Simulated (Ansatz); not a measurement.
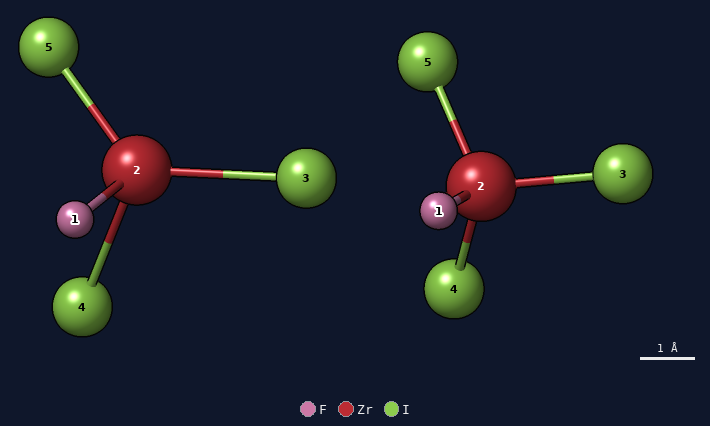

Two geometries of ZrI3F (coarse preliminary run), drawn at one scale. One is the start of a relaxation, the other its converged end. The picture is a ball-and-stick view, seen at a tilt.

The calculation used RKS PBE-D4/def2-SVP (Ansatz). (force threshold 0.03 eV/Å; at most 200 steps)

Which geometry has the lower energy?

The right one is the relaxed one. The start comes from a force field. The energy falls by 105.8 kcal/mol in 7 geometry steps. Largest force component: 4 eV/Å at the start, 0.004 eV/Å at the end. I3 moves most after the best rigid fit: 0.79 Å. By element the largest moves are I 0.79 Å, Zr 0.38 Å, F 0.26 Å. Some distances before and after: Zr2–I4 3.385 → 2.701 Å, Zr2–I3 3.274 → 2.701 Å, F1–Zr2 2.374 → 1.892 Å, Zr2–I5 3.001 → 2.701 Å. Bond angles that change, for instance: I3–Zr2–I5 130.1° → 109.4°, F1–Zr2–I4 89.8° → 109.5°, I4–Zr2–I5 104.0° → 109.5°. The run took 16 s on 4 threads of Arm Neoverse V2, with other jobs on the host.
